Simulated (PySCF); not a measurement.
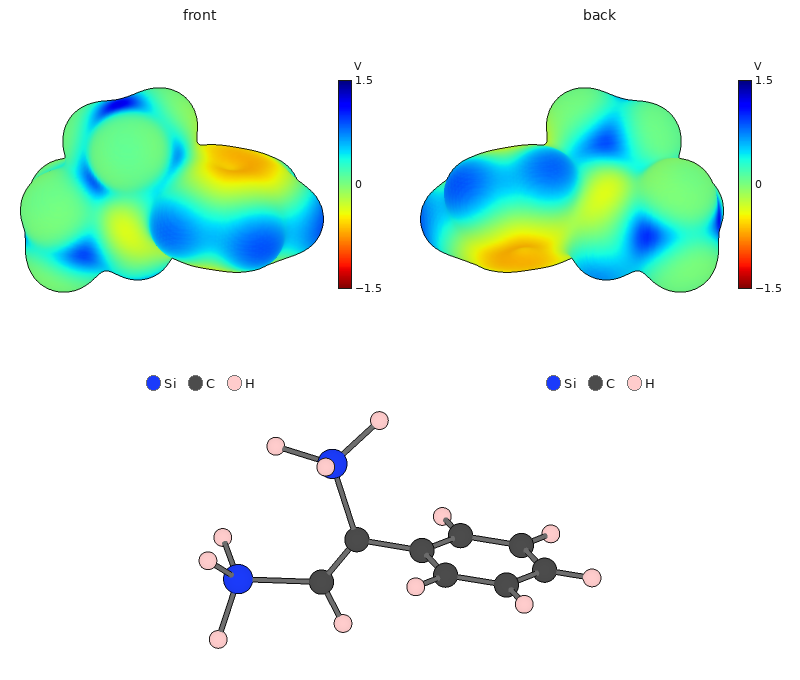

Figure 1: C$_{8}$H$_{12}$Si$_{2}$ (SMILES [SiH3]/C=C(\[SiH3])c1ccccc1). The electrostatic potential painted on the density surface at 0.002 e/bohr³, seen from the front and from behind; the colour scale runs from red (negative) to blue (positive). The bare structure is drawn below in the same view.

Geometry: GFN2-xTB.

The calculation used PySCF 2.14.0, PBE0/pcSseg-1, SCF density, gas phase, non-relativistic.

```yaml
atoms:
  - { symbol: Si, position_ang: [3.4247, 0.6661, -0.9892] }
  - { symbol: C, position_ang: [1.5538, 0.6497, -0.8066] }
  - { symbol: C, position_ang: [0.8205, -0.1071, 0.0132] }
  - { symbol: Si, position_ang: [1.4751, -1.3884, 1.2398] }
  - { symbol: C, position_ang: [-0.6517, 0.0309, 0.0238] }
  - { symbol: C, position_ang: [-1.2693, 0.9243, 0.8919] }
  - { symbol: C, position_ang: [-2.6466, 1.0489, 0.9065] }
  - { symbol: C, position_ang: [-3.4243, 0.2810, 0.0565] }
  - { symbol: C, position_ang: [-2.8169, -0.6132, -0.8088] }
  - { symbol: C, position_ang: [-1.4398, -0.7389, -0.8246] }
  - { symbol: H, position_ang: [3.8862, -0.5641, -1.6401] }
  - { symbol: H, position_ang: [3.7754, 1.8142, -1.8307] }
  - { symbol: H, position_ang: [4.0778, 0.8047, 0.3154] }
  - { symbol: H, position_ang: [1.0140, 1.3451, -1.4475] }
  - { symbol: H, position_ang: [2.7909, -1.8700, 0.8211] }
  - { symbol: H, position_ang: [0.5199, -2.4997, 1.2848] }
  - { symbol: H, position_ang: [1.5564, -0.7686, 2.5664] }
  - { symbol: H, position_ang: [-0.6599, 1.5259, 1.5518] }
  - { symbol: H, position_ang: [-3.1148, 1.7488, 1.5833] }
  - { symbol: H, position_ang: [-4.4998, 0.3796, 0.0678] }
  - { symbol: H, position_ang: [-3.4187, -1.2150, -1.4744] }
  - { symbol: H, position_ang: [-0.9634, -1.4347, -1.5012] }
```

> Which sites attract a positive test charge, and which a negative one?

A positive charge is drawn to the negative regions and a negative charge to the positive ones. The most negative region (about −0.7 V) lies over the π face of the C atoms, the most positive (about +1.0 V) over Si1 and Si4.
